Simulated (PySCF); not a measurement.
# C₃H₆O₂, charge +1, doublet, SMILES `COC(C)=[O+]`: electronic structure

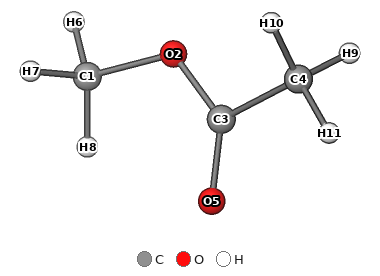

The molecule, with its atoms numbered as below. No frequency check shows the geometry to be a minimum.

Cartesian coordinates (Å):

```
C1      -1.8859    0.1268    0.0761
O2      -0.5958    0.6369   -0.1485
C3       0.4336   -0.1691   -0.0346
C4       1.7500    0.6048    0.0715
O5       0.4450   -1.3626   -0.0162
H6      -2.5641    0.8232   -0.4358
H7      -2.1694    0.1662    1.1410
H8      -1.9670   -0.9140   -0.2621
H9       1.9099    1.0034   -0.9372
H10      1.6460    1.4165    0.7907
H11      2.5648   -0.0641    0.3433
```

## 1. Bonding charge

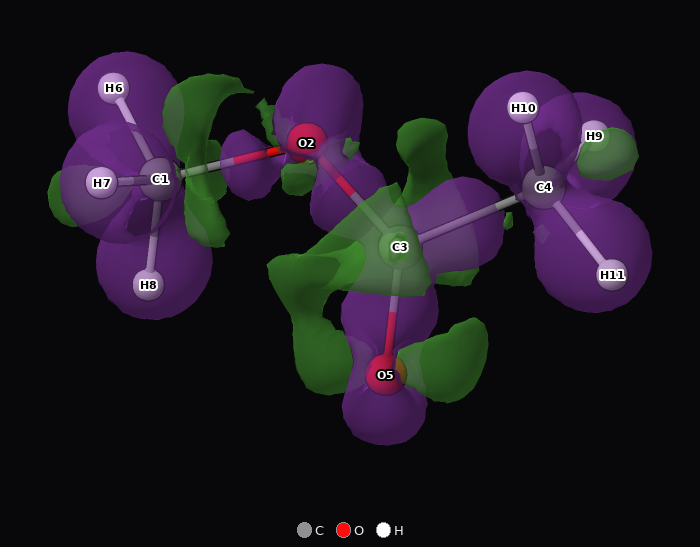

Deformation density (molecule less spherical, spin-averaged free atoms at the same positions), surfaces at ±0.1 e/Å³; purple: gain, green: loss.

Method: M06-2X/def2-TZVP; geometry: GFN2-xTB; program: PySCF. The stability of the open-shell solution wasn't checked. GFN2-xTB doesn't know the spin state, so this open-shell geometry is rough.

Describe the bonding that the map shows.

Answer. The five largest and four smallest: C1–H6: +0.80 e/Å³ at the bond critical point (bond length 1.10 Å, Mayer order 0.9). C1–H8: +0.79 e/Å³ at the bond critical point (bond length 1.10 Å, Mayer order 1.0). C4–H11: +0.78 e/Å³ at the bond critical point (bond length 1.09 Å, Mayer order 1.0). C1–H7: +0.78 e/Å³ at the bond critical point (bond length 1.10 Å, Mayer order 0.9). C4–H10: +0.76 e/Å³ at the bond critical point (bond length 1.09 Å, Mayer order 0.9). C3–O5: +0.66 e/Å³ at the bond critical point (bond length 1.19 Å, Mayer order 1.7). O2–C3: +0.39 e/Å³ at the bond critical point (bond length 1.31 Å, Mayer order 1.4). C3–C4: +0.33 e/Å³ at the bond critical point (bond length 1.53 Å, Mayer order 0.9). C1–O2: −0.10 e/Å³ at the bond critical point (bond length 1.41 Å, Mayer order 0.8); up to 0.6 Å beside the axis the gain reaches +0.36 e/Å³. In all, 2.3 electrons gather in the regions of gain relative to the promolecule of neutral atoms (the regions of loss give up this much and the cation's charge besides). A small or negative value marks a very polar bond, one between electron-rich atoms, whose free-atom densities already overlap strongly, a long bond to a heavier atom, or a closed-shell contact such as a hydrogen bond.

Where do the Hirshfeld charges lie?

Answer. The highest Hirshfeld charge is on C3 (+0.33 e), the lowest on C4 (−0.04 e).

```json
{"atom": "C1", "charge (e)": "+0.01"}
{"atom": "O2", "charge (e)": "−0.01"}
{"atom": "C3", "charge (e)": "+0.33"}
{"atom": "C4", "charge (e)": "−0.04"}
{"atom": "O5", "charge (e)": "+0.12"}
{"atom": "H6", "charge (e)": "+0.10"}
{"atom": "H7", "charge (e)": "+0.09"}
{"atom": "H8", "charge (e)": "+0.08"}
{"atom": "H9", "charge (e)": "+0.12"}
{"atom": "H10", "charge (e)": "+0.12"}
{"atom": "H11", "charge (e)": "+0.10"}
```

## 2. Electrostatic potential

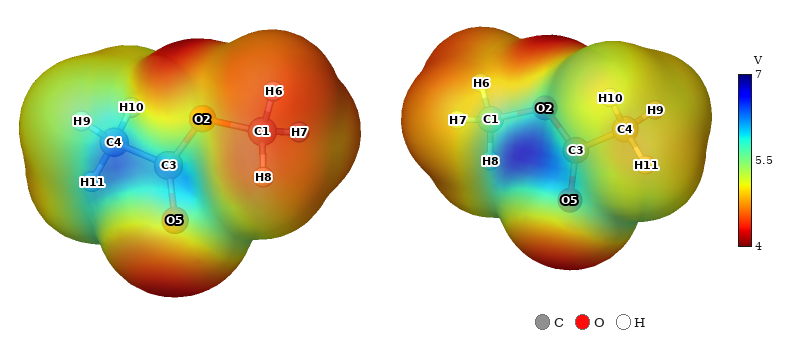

Electrostatic potential on the surface of electron density 0.001 a.u. (back view left, front view right).

Where are the extremes of the potential on the surface?

Answer. Highest: 6.61 V, over C3, off the plane of its three bonds (1.7 Å). Further maxima include 4.85 V, near H8 (1.66 Å), H7 (1.75 Å), C1 (1.76 Å) and H6 (1.81 Å). Lowest: 4.14 V, 1.7 Å from O2. Further minima include 4.84 V, 1.4 Å from H11. The surface is sampled at points, so like sites can differ by a few per cent and only the strongest of them is named.

## 3. Spin density

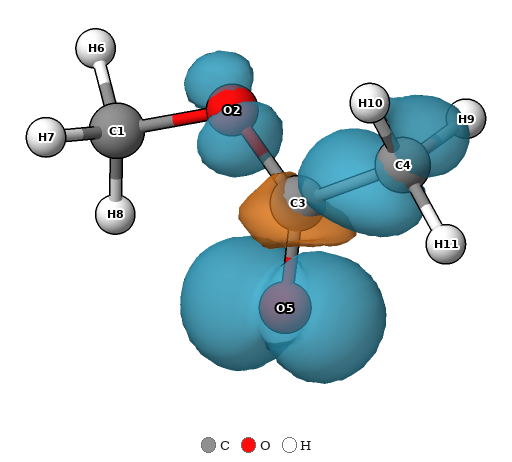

Spin density ρα − ρβ at ±0.03 e/Å³ (light blue: excess α, orange: excess β).

Give the atomic spin populations that go with this picture.

Answer. Hirshfeld spin populations: O5 +0.73, C4 +0.12, O2 +0.06 and C3 +0.05. ⟨S²⟩ = 0.76, against 0.75 for a pure state. The picture also shows regions of β spin from spin polarisation; the Hirshfeld sums, whose atoms overlap, net them against the α spin of neighbours.

## 4. In an electric field

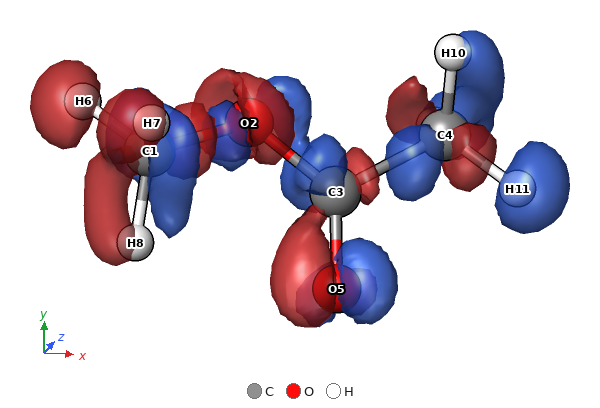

Change of the electron density in a uniform field of 0.26 V/Å, surfaces at ±0.004 e/Å³ (red: gain, blue: loss).

Method: ωB97X/6-311+G**; geometry: GFN2-xTB; program: PySCF. The basis has diffuse s and p functions alone, which still leaves polarisabilities too small, most of all across bonds. The stability of the open-shell solution wasn't checked. GFN2-xTB doesn't know the spin state, so this open-shell geometry is rough.

Along which Cartesian direction does the field point?

Answer. Along +x: electrons gather on the −x side, against the field.

What dipole is induced, and what polarisability does it imply?

Answer. The induced dipole is 0.64 D (along the field); α along this axis, from the fields in both directions, is 51 bohr³ (7.5 Å³).

Which atoms gain and lose the most charge?

Answer. Electrons gather most on H6 (Hirshfeld charge changes by −0.008 e) and leave H11 most (+0.009 e); 0.059 electrons are displaced in all.

The PySCF runs shown took 5.4 min and 3.2 min on 1 thread of Arm Neoverse V1 (shared host).
